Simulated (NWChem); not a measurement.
**One shape, several levels: C3H7Br (1-bromopropane)**

Aim: a comparison of 6 runs (HF/STO-3G, HF/3-21G, HF/cc-pVDZ, HF/def2-SVP, B3LYP/6-31G*, PBE0/def2-SVPD) of C3H7Br (1-bromopropane). 

The results are computed with NWChem 7.3.0.

1 further run of the same task is left out (set aside as unsound or not needed).

### 1 The system as given

C3H7Br has 11 atoms, charge 0, and is taken as a singlet. As SMILES, `CCCBr`. The coordinates come from a PBE0-D4/def2-TZVP relaxation. This is one conformer, not always the lowest.

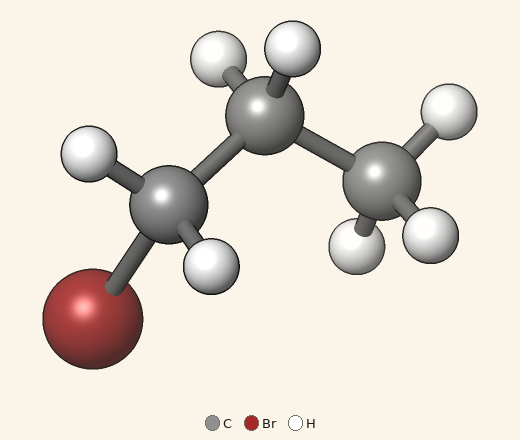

Viewed from a chosen angle; carbon grey, bromine red, hydrogen white.

### 2 Energy and forces at HF/STO-3G (run 1)

geom.nw

```
START geom
TITLE "C3H7Br gradient"
memory 2200 mb

GEOMETRY units angstrom noautosym nocenter noautoz
C       -0.555400       1.176300       0.174600
C       -0.232700      -0.258200       0.548300
C        0.751200      -0.933400      -0.376500
Br       0.042600      -1.165200      -2.181600
H       -1.020500       1.228900      -0.811600
H       -1.242800       1.621500       0.896400
H        0.349400       1.789900       0.151000
H       -1.148000      -0.854800       0.598800
H        0.212600      -0.288200       1.551000
H        1.664500      -0.352300      -0.499500
H        1.004600      -1.937400      -0.042700
END

BASIS spherical bse
* library STO-3G
END

SCF
thresh 1e-08
maxiter 80
END

TASK scf gradient
```

Launch:

```bash
$ nwchem geom.nw > geom.out
```

The program printed:

```text
[...]
  functions       =    40
[...]
  wavefunction    = RHF
[...]
         Total SCF energy =  -2660.972169562817
      One-electron energy =  -4207.981057607827
      Two-electron energy =   1301.466250146565
 Nuclear repulsion energy =    245.542637898445
        Time for solution =      4.9s
[...]
                         RHF ENERGY GRADIENTS
    atom               coordinates                        gradient
                 x          y          z           x          y          z
   1 C      -1.049554   2.222885   0.329946    0.004317  -0.024581   0.006917
   2 C      -0.439739  -0.487927   1.036137    0.008914   0.011689  -0.031621
   3 C       1.419562  -1.763870  -0.711482   -0.007882   0.013316   0.044814
   4 Br      0.080502  -2.201909  -4.122626   -0.003654  -0.001746  -0.011364
   5 H      -1.928465   2.322284  -1.533702   -0.002170   0.000978  -0.004621
   6 H      -2.348551   3.064191   1.693950   -0.003197   0.003360   0.002927
   7 H       0.660270   3.382421   0.285349    0.004806   0.004326  -0.000486
   8 H      -2.169405  -1.615338   1.131568   -0.003088  -0.003663   0.000970
   9 H       0.401756  -0.544619   2.930965    0.004181  -0.002384   0.004661
  10 H       3.145449  -0.665750  -0.943918   -0.000493   0.000782  -0.006168
  11 H       1.898419  -3.661155  -0.080691   -0.001735  -0.002077  -0.006029
[...]
```

It took 6.9 s on 1 thread of AMD EPYC 7R43 (Zen 3), shared host; peak memory 0.096 GiB.

### 3 Energy and forces at HF/3-21G (run 2)

run.py

```python
from ase import Atoms
from ase.calculators.nwchem import NWChem

atoms = Atoms(['C', 'C', 'C', 'Br', 'H', 'H', 'H', 'H', 'H', 'H', 'H'], positions=[
    [-0.555400, 1.176300, 0.174600],
    [-0.232700, -0.258200, 0.548300],
    [0.751200, -0.933400, -0.376500],
    [0.042600, -1.165200, -2.181600],
    [-1.020500, 1.228900, -0.811600],
    [-1.242800, 1.621500, 0.896400],
    [0.349400, 1.789900, 0.151000],
    [-1.148000, -0.854800, 0.598800],
    [0.212600, -0.288200, 1.551000],
    [1.664500, -0.352300, -0.499500],
    [1.004600, -1.937400, -0.042700],
])

calc = NWChem(
    label='work',
    theory='scf',
    memory='2200 mb',
    basis='3-21G',
    basispar='spherical bse',
    scf={'nopen': '0', 'rhf': None, 'thresh': '1e-08', 'maxiter': '80', 'print': 'low'},
)
atoms.calc = calc

forces = atoms.get_forces()
e = atoms.get_potential_energy()
print(f"E = {e:.6f} eV")
print("forces (eV/A):")
for s, f in zip(atoms.symbols, forces):
    print(f"{s:2s} {f[0]:10.5f} {f[1]:10.5f} {f[2]:10.5f}")
```

Launch:

```bash
$ export ASE_NWCHEM_COMMAND="nwchem PREFIX.nwi > PREFIX.nwo"
$ python run.py
```

The program printed:

```text
E = -72847.180473 eV
forces (eV/A):
C    -0.15792    0.80424   -0.30586
C    -0.28637   -0.60226    0.91382
C     1.08511   -0.20595    0.42459
Br   -0.38577   -0.14882   -0.96206
H     0.12742   -0.02803    0.30226
H     0.17674   -0.13596   -0.17144
H    -0.22183   -0.18013    0.02720
H     0.26775    0.22081   -0.05872
H    -0.15514    0.07492   -0.28467
H    -0.35872   -0.21464    0.15334
H    -0.09127    0.41585   -0.03852
```

The calculator wrote work.nwi:

```
title "work"

permanent_dir work

scratch_dir work

start work

geometry units angstrom nocenter noautosym noautoz
  C  -5.5540000000000000e-01 1.1762999999999999e+00 1.7460000000000001e-01
  C  -2.3269999999999999e-01 -2.5819999999999999e-01 5.4830000000000001e-01
  C  7.5119999999999998e-01 -9.3340000000000001e-01 -3.7650000000000000e-01
  Br 4.2599999999999999e-02 -1.1652000000000000e+00 -2.1816000000000000e+00
  H  -1.0205000000000000e+00 1.2289000000000001e+00 -8.1159999999999999e-01
  H  -1.2427999999999999e+00 1.6214999999999999e+00 8.9639999999999997e-01
  H  3.4939999999999999e-01 1.7899000000000000e+00 1.5100000000000000e-01
  H  -1.1479999999999999e+00 -8.5480000000000000e-01 5.9880000000000000e-01
  H  2.1260000000000001e-01 -2.8820000000000001e-01 1.5509999999999999e+00
  H  1.6645000000000001e+00 -3.5230000000000000e-01 -4.9950000000000000e-01
  H  1.0045999999999999e+00 -1.9374000000000000e+00 -4.2700000000000002e-02
end

memory 2200 mb

basis spherical bse noprint
   * library 3-21G
end

scf
  nopen 0
  rhf
  thresh 1e-08
  maxiter 80
  print low
end

task scf gradient
```

work.nwo:

```text
Northwest Computational Chemistry Package (NWChem) 7.3.0
             --------------------------------------------------------

           Job information
           ---------------

    nwchem branch   = 7.3.0
    use scalapack   = T
    input           = work.nwi
    prefix          = work.
    data base       = work/work.db
    status          = startup
    nproc           =        1

           Memory information
           ------------------

[... 5 lines left out ...]
    hardfail = no
[... 116 lines left out ...]
       Final RHF  results
[... 3 lines left out ...]
      One-electron energy =  -4216.404156675027
[... 1 line left out ...]
 Nuclear repulsion energy =    245.542637898445
[... 3 lines left out ...]
                              NWChem Gradients Module
                              -----------------------

                         RHF ENERGY GRADIENTS

    atom               coordinates                        gradient
                 x          y          z           x          y          z
   1 C      -1.049554   2.222885   0.329946    0.003071  -0.015640   0.005948
   2 C      -0.439739  -0.487927   1.036137    0.005569   0.011712  -0.017771
   3 C       1.419562  -1.763870  -0.711482   -0.021102   0.004005  -0.008257
[... 7 lines of this table left out ...]
  11 H       1.898419  -3.661155  -0.080691    0.001775  -0.008087   0.000749

 Task  times  cpu:        6.2s     wall:        6.2s
 Total times  cpu:        6.2s     wall:        6.2s
```

It took 7.8 s on 1 thread of AMD EPYC 7R43 (Zen 3), shared host; peak memory 0.098 GiB.

Runs 3 to 4 aren't shown in full; the table further down has their settings and results.

### 4 Energy and forces at B3LYP/6-31G(d) (spherical functions) (run 5)

c3h7br.xyz

```xyz
11
C3H7Br
C     -0.555400     1.176300     0.174600
C     -0.232700    -0.258200     0.548300
C      0.751200    -0.933400    -0.376500
Br     0.042600    -1.165200    -2.181600
H     -1.020500     1.228900    -0.811600
H     -1.242800     1.621500     0.896400
H      0.349400     1.789900     0.151000
H     -1.148000    -0.854800     0.598800
H      0.212600    -0.288200     1.551000
H      1.664500    -0.352300    -0.499500
H      1.004600    -1.937400    -0.042700
```

c3h7br.nw

```
start c3h7br
title "C3H7Br"
memory total 2200 mb
geometry units angstrom noautosym nocenter noautoz
  load format xyz c3h7br.xyz
end
basis spherical bse
  C library 6-31G*
  Br library 6-31G*
  H library 6-31G*
end
dft
  xc b3lyp
  grid xfine
  convergence energy 1e-08
  maxiter 100
  mulliken
end
task dft gradient
```

Launch:

```bash
$ nwchem c3h7br.nw > c3h7br.out
```

The program printed:

```text
[...]
          Wavefunction type:  closed shell.
          No. of atoms     :    11
          No. of electrons :    60
[...]
          Charge           :     0
          Spin multiplicity:     1
[...]
          AO basis - number of functions:    88
[...]
              XC Information
              --------------
                         B3LYP Method XC Potential
                     Hartree-Fock (Exact) Exchange  0.200
                        Slater Exchange Functional  0.800 local
                    Becke 1988 Exchange Functional  0.720 non-local
              Lee-Yang-Parr Correlation Functional  0.810
                  VWN I RPA Correlation Functional  0.190 local
[...]
 d= 0,ls=0.0,diis     1  -2692.3628211054 -2.94D+03  9.30D-03  4.44D-01     7.0
[...]
 d= 0,ls=0.0,diis     8  -2692.4148953493  2.40D-10  2.46D-06  9.98D-08    46.1
         Total DFT energy =    -2692.414895349280
      One electron energy =    -4228.717257527568
           Coulomb energy =     1401.036556936732
    Exchange-Corr. energy =     -110.276832656890
 Nuclear repulsion energy =      245.542637898445
[...]
      Total Density - Mulliken Population Analysis
     ---------------------------------------------
    Atom       Charge   Shell Charges
 -----------   ------   -------------------------------------------------------
    1 C    6     6.45   2.00  0.67  2.13  0.63  0.99  0.03
    2 C    6     6.26   2.00  0.67  2.12  0.57  0.86  0.04
    3 C    6     6.33   2.00  0.69  2.04  0.64  0.93  0.04
    4 Br  35    35.12   2.00  2.00  6.00  2.00  5.99  1.63  3.80  0.33  1.34  6.95  2.92  0.17
    5 H    1     0.83   0.52  0.30
    6 H    1     0.85   0.53  0.32
    7 H    1     0.86   0.53  0.33
    8 H    1     0.84   0.53  0.31
    9 H    1     0.85   0.53  0.32
   10 H    1     0.81   0.53  0.29
[...]
  wavefunction    = closed shell
[...]
```

Run time: 60 s. Hardware: 1 thread of AMD EPYC 7R43 (Zen 3), shared host; peak memory 0.15 GiB.

### 5 Energy and gradient at PBE0/def2-SVPD (run 6)

run.py

```python
from ase import Atoms
from ase.calculators.nwchem import NWChem

system = Atoms(['C', 'C', 'C', 'Br', 'H', 'H', 'H', 'H', 'H', 'H', 'H'], positions=[
    [-0.555400, 1.176300, 0.174600],
    [-0.232700, -0.258200, 0.548300],
    [0.751200, -0.933400, -0.376500],
    [0.042600, -1.165200, -2.181600],
    [-1.020500, 1.228900, -0.811600],
    [-1.242800, 1.621500, 0.896400],
    [0.349400, 1.789900, 0.151000],
    [-1.148000, -0.854800, 0.598800],
    [0.212600, -0.288200, 1.551000],
    [1.664500, -0.352300, -0.499500],
    [1.004600, -1.937400, -0.042700],
])

calc = NWChem(
    label='c3h7br',
    theory='dft',
    memory='2200 mb',
    basis='def2-SVPD',
    basispar='spherical bse',
    dft={'xc': 'pbe0', 'mult': '1', 'grid': 'fine', 'convergence': 'energy 1e-08', 'iterations': '100', 'mulliken': None},
)
system.calc = calc

forces = system.get_forces()
print("Total energy (eV):", round(system.get_potential_energy(), 6))
print("forces (eV/A):")
for s, f in zip(system.symbols, forces):
    print(f"{s:2s} {f[0]:10.5f} {f[1]:10.5f} {f[2]:10.5f}")
print("dipole (e A):", system.get_dipole_moment().round(4))
```

Launch:

```bash
$ export ASE_NWCHEM_COMMAND="nwchem PREFIX.nwi > PREFIX.nwo"
$ python run.py
```

The program printed:

```text
Total energy (eV): -73249.293483
forces (eV/A):
C     0.00879   -0.13359    0.07754
C     0.08829    0.12537   -0.15257
C    -0.20461    0.02417   -0.06104
Br   -0.02607   -0.01923   -0.09415
H    -0.10115    0.01363   -0.21525
H    -0.14825    0.09981    0.15401
H     0.19216    0.13401   -0.00571
H    -0.19108   -0.12665    0.02458
H     0.07636   -0.01543    0.19499
H     0.23243    0.14234   -0.01908
H     0.07317   -0.24441    0.09667
dipole (e A): [0.1075 0.0882 0.433 ]
```

The calculator wrote c3h7br.nwi:

```
title "c3h7br"

permanent_dir c3h7br

scratch_dir c3h7br

start c3h7br

geometry units angstrom nocenter noautosym noautoz
  C  -5.5540000000000000e-01 1.1762999999999999e+00 1.7460000000000001e-01
  C  -2.3269999999999999e-01 -2.5819999999999999e-01 5.4830000000000001e-01
  C  7.5119999999999998e-01 -9.3340000000000001e-01 -3.7650000000000000e-01
  Br 4.2599999999999999e-02 -1.1652000000000000e+00 -2.1816000000000000e+00
  H  -1.0205000000000000e+00 1.2289000000000001e+00 -8.1159999999999999e-01
  H  -1.2427999999999999e+00 1.6214999999999999e+00 8.9639999999999997e-01
  H  3.4939999999999999e-01 1.7899000000000000e+00 1.5100000000000000e-01
  H  -1.1479999999999999e+00 -8.5480000000000000e-01 5.9880000000000000e-01
  H  2.1260000000000001e-01 -2.8820000000000001e-01 1.5509999999999999e+00
  H  1.6645000000000001e+00 -3.5230000000000000e-01 -4.9950000000000000e-01
  H  1.0045999999999999e+00 -1.9374000000000000e+00 -4.2700000000000002e-02
end

memory 2200 mb

basis spherical bse noprint
   * library def2-SVPD
end

dft
  xc pbe0
  mult 1
  grid fine
  convergence energy 1e-08
  iterations 100
  mulliken
end

task dft gradient
```

c3h7br.nwo:

```text
Northwest Computational Chemistry Package (NWChem) 7.3.0
             --------------------------------------------------------

           Job information
           ---------------

    nwchem branch   = 7.3.0
    use scalapack   = T
    input           = c3h7br.nwi
    prefix          = c3h7br.
    data base       = c3h7br/c3h7br.db
    status          = startup
    nproc           =        1

           Memory information
           ------------------

[... 5 lines left out ...]
    hardfail = no
[... 110 lines left out ...]
  convergence criterion.
[... 41 lines left out ...]
          Spatial weights used:  Erf1
[... 32 lines left out ...]
 1-e energy   =   -4224.546288
[... 46 lines left out ...]
           Coulomb energy =     1401.105908434943
[... 1187 lines left out ...]
          Convergence on density requested:  1.00D-05
[... 27 lines left out ...]
          total energy or number of iterations.
[... 36 lines left out ...]
                 ----------------------------------------
                 |  Time  |  1-e(secs)   |  2-e(secs)   |
                 ----------------------------------------
                 |  CPU   |       0.03   |      18.90   |
                 ----------------------------------------
                 |  WALL  |       0.03   |      18.90   |
                 ----------------------------------------

 Task  times  cpu:       92.0s     wall:       92.0s
 Total times  cpu:       92.1s     wall:       92.1s
```

Wall time 94 s (1 thread of AMD EPYC 7R43 (Zen 3), shared host); peak memory 0.13 GiB.

### 6 All runs side by side

| run | level | iteration cap | module | energy (Eh) | dipole moment (D) | HOMO energy (eV) | LUMO energy (eV) | wall time |
| --- | --- | --- | --- | --- | --- | --- | --- | --- |
| 1 | HF/STO-3G | 80 | scf | -2660.972170 | 1.91 | -8.16 | 9.64 | 6.9 s |
| 2 | HF/3-21G | 80 | scf | -2677.084527 | – | – | – | 7.8 s |
| 3 | HF/cc-pVDZ | 80 | scf | -2690.077791 | 2.33 | -10.67 | 4.29 | 2.6 min |
| 4 | HF/def2-SVP | 80 | scf | -2689.700289 | – | – | – | 41 s |
| 5 | B3LYP/6-31G* (spherical functions) | 100 | dft | -2692.414895 | 2.23 | -7.40 | 0.17 | 60 s |
| 6 | PBE0/def2-SVPD | 100 | dft | -2691.861907 | 2.18 | -7.82 | -0.06 | 94 s |

### 7 Outcome

| quantity | value |
| --- | --- |
| run 6: total energy | -2691.86191 Eh |
| run 6: dipole moment | 2.18 D |
| run 6: HOMO energy | -7.82 eV |
| run 6: LUMO energy | -0.06 eV |
| run 6: HOMO–LUMO gap | 7.76 eV |
| run 6: largest force on an atom | 0.273 eV/Å |

Over runs 1, 3, 5, 6 the dipole moment (its size) runs from 1.91 D (HF/STO-3G) to 2.33 D (HF/cc-pVDZ). Over runs 1, 3, 5, 6 the HOMO–LUMO gap runs from 7.57 eV (B3LYP/6-31G*) to 17.80 eV (HF/STO-3G). The two ends differ in method and basis. Totals of different functionals can't be ranked against each other. In run 1 the basis is minimal, so the values are rough. All runs together took 6.1 min, the longest 2.6 min.
